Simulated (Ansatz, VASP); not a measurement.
**NiO: VASP beside Ansatz**

Aim: how closely do two programs agree when they are given the same cell, functional and k mesh?

Program: Ansatz 0.2.0. Level of theory: plane waves, with VASP 6.6.1 beside it; relaxation of cell and atoms at r2SCAN with rVV10. Results are calculated unless marked as measured.

### 1. The starting structure

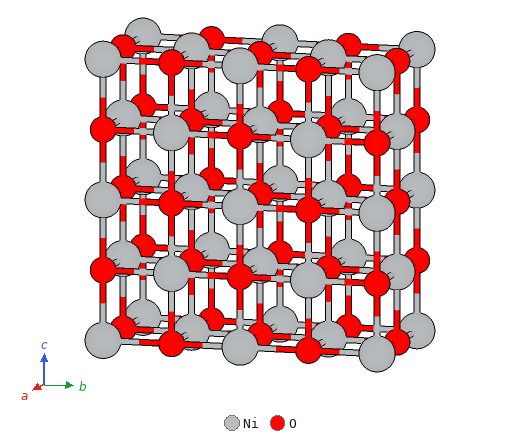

Start, viewed slightly off an axis; nickel light grey, oxygen red. 1×2×2 cells are drawn. This picture shows the conventional cell, with its axes. Some periodic images of atoms are drawn too.

### 2. Ansatz: relaxation of cell and atoms, r2SCAN with rVV10

Ansatz runs on its default PAW (the set named soft_2) files.

The relaxed volume is the usual yardstick between codes: its relative difference is about their pressure difference at one cell divided by the bulk modulus.

Input file input.yaml:

```yaml
crystal:
  lattice:
    - [0.0, 2.0859016414, 2.0859016414]
    - [2.0859016414, 0.0, 2.0859016414]
    - [2.0859016414, 2.0859016414, 0.0]
  atoms:
    - { symbol: Ni, position: [0.0, 0.0, 0.0], spin: 1.0 }
    - { symbol: O, position: [0.5, 0.5, 0.5] }
hamiltonian:
  xc: r2scan
  pseudopotentials: { kind: paw }
  dispersion: rvv10
magnetization:
  spin_polarized: true
kpoints:
  mp_grid: { grid: [9, 9, 9] }
scf:
  occupations: { method: fermi_dirac, width: 0.05 }
relax:
  f_tol: 0.01
  max_steps: 60
  cell: { stress_tol: 0.05 }
output:
  forces: true
  stress: true
  write_density: true
  write_potential: true
  elf: true
  volumetric_format: npy
```

Run with:

```
$ ansatz run input.yaml --threads 4 --pin off --max-ram 9216MiB --backend cpu --events-out ev --progress --plain --runs-dir out
```

Numbers of over 12 decimals in the logs are rounded to 6 here.

Log:

```text
Engine: ansatz 0.2.0, aarch64-unknown-linux-gnu
Pseudopotentials: kind: paw
Pseudopotential: Ni, paw, valence charge 18, recommended cutoff 500 eV (meta_gga), Ni.paw.azcp
Pseudopotential: O, paw, valence charge 6, recommended cutoff 500 eV (meta_gga), O.paw.azcp
Functional definition: r2SCAN+rVV10
  parameter k0 = 0.174
  parameter k1 = 0.065
  parameter a1 = 4.9479
  exchange = r2scan_x(k0 = k0, k1 = k1, a1 = a1)
  correlation = r2scan_c + rvv10(11.95, 0.0093)
Crystal: 2 atoms, lattice volume = 18.151 Å³
Basis set: ecut = 500 eV, 459 PW (Γ), exchange–correlation on 100×100×100 points (64 copies of the dense FFT grid, shifted against one another)
Bands: 17, of which v1, the nominal top of the filled ones, is band 12 counted from 1 (11 counted from 0)
Symmetry: 48 space group operations
Space group: Fm-3m (ITA 225), of the structure as read, at distance tolerance 2.6e-5 Å
Magnetic group: BNS 225.116 (UNI 1618), of the structure as read, at distance tolerance 2.6e-5 Å
k-points: 35 of 729
Non-local potential: Ni, projectors of the file, l = 0: 3, l = 1: 2, l = 2: 3, l = 3: 1
Non-local potential: O, projectors of the file, l = 0: 2, l = 1: 2, l = 2: 1
PAW form: soft (Blöchl's): semilocal exchange-correlation on the pseudo side does not see the compensation charge
rVV10 density: all electrons in the spheres
PAW frozen core: Ni, regenerated for the run's functional (the file was generated under x = pbe(κ = 0.804, μ = 0.219515), c = pbe(β = 0.066725))
PAW frozen core: O, regenerated for the run's functional (the file was generated under x = pbe(κ = 0.804, μ = 0.219515), c = pbe(β = 0.066725))
PAW one-centre angular grid: Ni, 590 points (default); XC on 160 Gauss nodes
PAW one-centre angular grid: O, 302 points (default); XC on 160 Gauss nodes
Initial density: superposition of atomic densities (chi_scale 0.1, normalization cell, long waves kept (reshape's long-wave potential 0.00 eV rms))
Starting moments: Σ|m| = 1 μB on 1 of 2 sites
Initial wavefunctions: pseudopotential atomic-orbital guess
Functional: x = r2scan, c = r2scan + rvv10(b = 11.95, C = 0.0093); τ floored in thin density (d = 2e-4 eV/Å³)
SCF iter   1: F=—  HF=-6410.193327 eV  |F-HF|=—  |Δ(HF+E_count)|=         —  Δρ=1.43e-1 (↑1.18e-1 ↓1.43e-1)  dr2=8.12e0  dr2_τ=1.37e-2  dr2_m=8.65e-2  M=0.947 μB ∫|m|=0.947 μB  β_m=1.00  ethr=3.10e-3  ⟨swp⟩=5.3  Hψ=5162  notcnv=0
Mixer restart at iter 1: flushing history
preconditioner: auto → none  [metal: Δε(μ)=0.017 eV  Ē_g=15.058 eV  σ=0.050 eV  W_gap=0.08  n_scr=8 (ndim 8)  ℏωp=34.9 eV  f_vac=0.000  D(μ)=1.54/eV (n_scr^D=14)  sad-step TF]
SCF iter   2: F=—  HF=-6410.909244 eV  |F-HF|=—  |Δ(HF+E_count)|=   7.16e-1  Δρ=7.06e-2 (↑7.06e-2 ↓4.83e-2)  dr2=1.06e0  dr2_τ=2.32e-2  dr2_m=1.83e-1  M=1.242 μB ∫|m|=1.246 μB  β_m=0.65  ethr=3.10e-3  ⟨swp⟩=3.0  Hψ=3190  notcnv=0  defer=14  κ⁻¹=1.0e0(r=1)
SCF iter   3: F=—  HF=-6411.458940 eV  |F-HF|=—  |Δ(HF+E_count)|=   5.50e-1  Δρ=4.83e-2 (↑4.83e-2 ↓4.57e-2)  dr2=1.57e-1  dr2_τ=4.28e-3  dr2_m=2.53e-1  M=1.584 μB ∫|m|=1.590 μB  β_m=1.00  ethr=3.10e-3  ⟨swp⟩=2.0  Hψ=2059  notcnv=0  defer=11  κ⁻¹=1.3e-2(r=2)
SCF iter   4: F=—  HF=-6411.685988 eV  |F-HF|=—  |Δ(HF+E_count)|=         —  Δρ=1.41e-2 (↑7.04e-3 ↓1.41e-2)  dr2=1.72e-2  dr2_τ=3.35e-4  dr2_m=5.03e-3  M=1.996 μB ∫|m|=2.008 μB  β_m=1.00  ethr=6.53e-4  ⟨swp⟩=2.7  Hψ=2629  notcnv=0  defer=11
Mixer restart at iter 4: flushing history
SCF iter   5: F=—  HF=-6411.889839 eV  |F-HF|=—  |Δ(HF+E_count)|=   2.04e-1  Δρ=7.66e-3 (↑5.62e-3 ↓7.66e-3)  dr2=7.37e-3  dr2_τ=1.01e-4  dr2_m=7.37e-4  M=1.999 μB ∫|m|=2.015 μB  β_m=1.00  ethr=7.18e-5  ⟨swp⟩=2.0  Hψ=2839  notcnv=0  defer=29  κ⁻¹=1.0e0(r=1)
SCF iter   6: F=—  HF=-6412.086008 eV  |F-HF|=—  |Δ(HF+E_count)|=   1.96e-1  Δρ=5.16e-3 (↑3.60e-3 ↓5.16e-3)  dr2=4.97e-3  dr2_τ=5.37e-5  dr2_m=3.99e-4  M=2.000 μB ∫|m|=2.018 μB  β_m=1.00  ethr=3.07e-5  ⟨swp⟩=2.1  Hψ=2358  notcnv=0  defer=29  κ⁻¹=3.9e-2(r=2)
SCF iter   7: F=—  HF=-6412.197415 eV  |F-HF|=—  |Δ(HF+E_count)|=   1.11e-1  Δρ=1.98e-3 (↑1.58e-3 ↓1.98e-3)  dr2=1.32e-3  dr2_τ=1.32e-5  dr2_m=6.92e-5  M=2.000 μB ∫|m|=2.018 μB  β_m=1.00  ethr=2.07e-5  ⟨swp⟩=2.2  Hψ=2381  notcnv=0  defer=29  κ⁻¹=3.3e-2(r=3)
SCF iter   8: F=—  HF=-6412.211449 eV  |F-HF|=—  |Δ(HF+E_count)|=   1.40e-2  Δρ=5.60e-4 (↑5.60e-4 ↓5.35e-4)  dr2=1.05e-4  dr2_τ=1.71e-6  dr2_m=4.85e-7  M=2.000 μB ∫|m|=2.017 μB  β_m=1.00  ethr=5.51e-6  ⟨swp⟩=2.0  Hψ=2677  notcnv=0  defer=34  κ⁻¹=4.5e-3(r=4)
SCF iter   9: F=—  HF=-6412.211493 eV  |F-HF|=—  |Δ(HF+E_count)|=   4.37e-5  Δρ=3.92e-4 (↑2.78e-4 ↓3.92e-4)  dr2=2.23e-5  dr2_τ=6.33e-7  dr2_m=1.22e-6  M=2.000 μB ∫|m|=2.017 μB  β_m=1.00  ethr=4.37e-7  ⟨swp⟩=2.0  Hψ=2182  notcnv=0  defer=34  κ⁻¹=1.4e-3(r=5)
SCF iter  10: F=—  HF=-6412.211903 eV  |F-HF|=—  |Δ(HF+E_count)|=   4.11e-4  Δρ=9.63e-5 (↑6.36e-5 ↓9.63e-5)  dr2=1.27e-6  dr2_τ=5.66e-8  dr2_m=3.53e-7  M=2.000 μB ∫|m|=2.017 μB  β_m=1.00  ethr=9.30e-8  ⟨swp⟩=2.1  Hψ=2041  notcnv=0  defer=30  κ⁻¹=2.1e-4(r=6)
SCF iter  11: F=—  HF=-6412.211918 eV  |F-HF|=—  |Δ(HF+E_count)|=   1.43e-5  Δρ=3.49e-5 (↑3.27e-5 ↓3.49e-5)  dr2=3.67e-7  dr2_τ=5.10e-9  dr2_m=1.52e-9  M=2.000 μB ∫|m|=2.017 μB  β_m=1.00  ethr=5.30e-9  ⟨swp⟩=2.1  Hψ=2051  notcnv=0  defer=33  κ⁻¹=4.8e-6(r=7)
SCF iter  12: F=—  HF=-6412.211918 eV  |F-HF|=—  |Δ(HF+E_count)|=   1.48e-7  Δρ=2.18e-5 (↑1.54e-5 ↓2.18e-5)  dr2=1.12e-7  dr2_τ=1.94e-9  dr2_m=8.28e-9  M=2.000 μB ∫|m|=2.017 μB  β_m=1.00  ethr=1.53e-9  ⟨swp⟩=2.0  Hψ=1973  notcnv=0  defer=31  κ⁻¹=1.3e-6(r=8)
SCF iter  13: F=—  HF=-6412.211918 eV  |F-HF|=—  |Δ(HF+E_count)|=   1.26e-8  Δρ=5.20e-6 (↑2.81e-6 ↓5.20e-6)  dr2=8.34e-9  dr2_τ=9.68e-11  dr2_m=3.43e-10  M=2.000 μB ∫|m|=2.017 μB  β_m=1.00  ethr=4.69e-10  ⟨swp⟩=2.0  Hψ=1880  notcnv=0  defer=31  κ⁻¹=1.0e-6(r=8)
SCF iter  14: F=-6412.211918 eV  HF=-6412.211918 eV  |F-HF|=8.56e-10  |Δ(HF+E_count)|=   2.22e-8  Δρ=1.93e-6 (↑1.39e-6 ↓1.93e-6)  dr2=6.66e-10  dr2_τ=2.00e-11  dr2_m=1.23e-10  M=2.000 μB ∫|m|=2.017 μB  ethr=3.47e-11  ⟨swp⟩=5.2  Hψ=6489  notcnv=0
SCF 1 converged in 14 iterations: F = -6412.211918 eV  dr2 = 6.66e-10
  greatest PAW one-centre occupation: 1.003 electrons in one spin orbital (limit 2), on the Ni atom at site 0 (counted from 0), in its partial waves of l = 1
relax step   1: F+E_penalty+E_count = -6412.21191780 eV  Δ(F+E_penalty+E_count) = +0.000e0 eV  max|allowed force component| = 9.696e-30 eV/Å  Δτ_max = 0.0000 Å  P = +0.608 GPa  Ω = 18.151 Å³  (14 SCF iters, dr2 threshold 1.00e-7 eV, accepted)
[...]
relax step   2: F+E_penalty+E_count = -6412.21194655 eV  Δ(F+E_penalty+E_count) = -2.874e-5 eV  max|allowed force component| = 6.730e-30 eV/Å  Δτ_max = 0.0000 Å  P = +0.281 GPa  Ω = 18.178 Å³  energy of the carried Pulay correction = -4.465e-5 eV  (7 SCF iters, dr2 threshold 2.00e-7 eV, accepted)
[...]
relax step   3: F+E_penalty+E_count = -6412.21192865 eV  Δ(F+E_penalty+E_count) = +1.790e-5 eV  max|allowed force component| = 4.125e-30 eV/Å  Δτ_max = 0.0000 Å  P = +0.003 GPa  Ω = 18.201 Å³  energy of the carried Pulay correction = -8.297e-5 eV  (7 SCF iters, dr2 threshold 1.97e-7 eV, accepted)
[...]
relax step   4: F+E_penalty+E_count = -6412.21201633 eV  Δ(F+E_penalty+E_count) = -8.769e-5 eV  max|allowed force component| = 5.128e-30 eV/Å  Δτ_max = 0.0000 Å  P = +0.006 GPa  Ω = 18.201 Å³  stress off target by 5.79e-3 GPa  SCF on the basis re-selected at this cell (its energy is not comparable with the rows above)  (10 SCF iters)
basis re-selected at this cell: Δ(F+E_penalty+E_count) = -8.769e-5 eV, ΔP = +0.002 GPa vs the last step (what re-selecting the basis moved, of the pressure what is left beyond the Pulay correction that the steps carried, after the strain that the cell walked since its last selection, with what the two solves' SCF thresholds leave and, on support functions, any second-order correction that the steps lacked; it is no m [...]
SCF converged after 10 iterations
Stability not checked: this state was not tested for a lower state beside it, because the mixer in use, unlike msr1, does not test its closes by its own steps (another_mixer; see scf.mixing.algorithm and scf.lower_state_search)
Magnetization: 2.0000 μB (13.0000 up, 11.0000 down)
Absolute magnetization: 2.0153 μB (∫|ρ↑−ρ↓|, with the PAW one-centre terms)
Spin contamination: 0.0025 ħ² per cell (⟨S²⟩ above its minimum at these occupations)
Per-site moments (μB) at R_I (Å): [(1.668168, 0.861210), (0.285636, 0.861210)]
Free energy (F): -6412.212016 eV
Harris-Foulkes:  -6412.212016 eV  (|F-HF|=1.82e-12)
Internal energy: -6412.212013 eV  (E = F + TS)
E sigma→0 (E₀):  -6412.212015 eV
Entropy (-TS):   -0.000003 eV (-0.002 meV/atom)
Fermi energy:    14.481874 eV
--- Per-component energies (eV) ---
  E_band       = -360.991562
  E_kinetic    = 451.481704
  E_local      = -3998.184340  (includes V_loc(G=0)·N_el)
  E_nonlocal   = 696.155163
  E_hartree    = 1647.202321
  E_xc         = -148.692215
  E_vxc        = -217.532232  (∫ρ·V_xc dr)
  E_paw        = -1807.976470  (= ΣΔE_a)
  E_vpaw       = -601.741633  (= ΣTr[D̂ρ^β])
  E_aug_tail   = 0.000879  (compensation charges beyond the density's cutoff)
  E_vtau       = 14.424145  (kinetic-family band-sum trace: ∫τ·v_τ [+ j·A + Jᵃ·Aᵃ] dr)
  E_ewald      = -3251.867045
  E_core_change = -0.332010  (= ΣΔE_core)
  E_smearing   = -0.000003  (= −TS)
  E_closure    = 0.000000  (closes the sum)
  Σ components = -6412.212016   (vs F -6412.212016, Δ=0.00e0)
--- Forces (eV/Å), atoms counted from 1 ---
  atom   1  Ni    -0.00000000    -0.00000000    -0.00000000
  atom   2  O      0.00000000    -0.00000000    -0.00000000
  max |Σ_I F_I| component: 8.68e-30 eV/Å
--- Stress (GPa, compression-positive) ---
        0.005794      -0.000000      -0.000000
       -0.000000       0.005794       0.000000
       -0.000000       0.000000       0.005794
  P = ⅓ Tr σ = 0.0058 GPa (0.058 kbar)
--- Band table (eV; the first three rows and the last of 70) ---
  k-point 0 ↑: bands = [... 8 lower, 10.9703, 10.9703, 11.2160, 11.2160, 11.2160, 16.1397, 32.6879, 33.6472, ... 1 higher]
  k-point 1 ↑: bands = [... 8 lower, 10.9607, 10.9607, 11.4660, 11.9170, 11.9170, 16.9873, 30.2158, 33.2052, ... 1 higher]
  k-point 2 ↑: bands = [... 8 lower, 11.1512, 11.1512, 11.6959, 12.8415, 12.8415, 18.5761, 27.5180, 31.6067, ... 1 higher]
  k-point 34 ↓: bands = [... 8 lower, 12.5537, 12.7879, 12.9529, 15.7913, 16.5060, 24.0099, 25.7088, 26.1495, ... 1 higher]
--- Relaxed structure (3 steps of the walk, 3 accepted, 1 SCFs on fresh bases) ---
  F+E_penalty+E_count = -6412.21201633 eV   max|allowed force component| = 5.128e-30 eV/Å   (the final SCF, on the basis selected at the relaxed cell)
  cell:  # Å, volume = 18.2006 Å³
    - [0, 2.087782, 2.087782]
    - [2.087782, 0, 2.087782]
    - [2.087782, 2.087782, 0]
  atoms:
    - { symbol: Ni, position: [0, 0, 0] }
    - { symbol: O, position: [0.5, 0.5, 0.5] }
```

It took 7.7 s on 4 threads of Arm Neoverse V1, shared host; peak memory 0.4 GiB.

(Continued in part 2 of 2.)

[Lines on the potential files, build, host, timing and source positions are cut from VASP's logs without a mark.]

[Logs are printed without paths, hosts, clocks, repeated set-up lines and the standing remarks that a program may print on its own settings, such as how far it seeks lower states.]

[Hosts, paths, dates, database ids (printed as entryN), source tags and the programs' standing remarks are cut or masked in the printed files.]
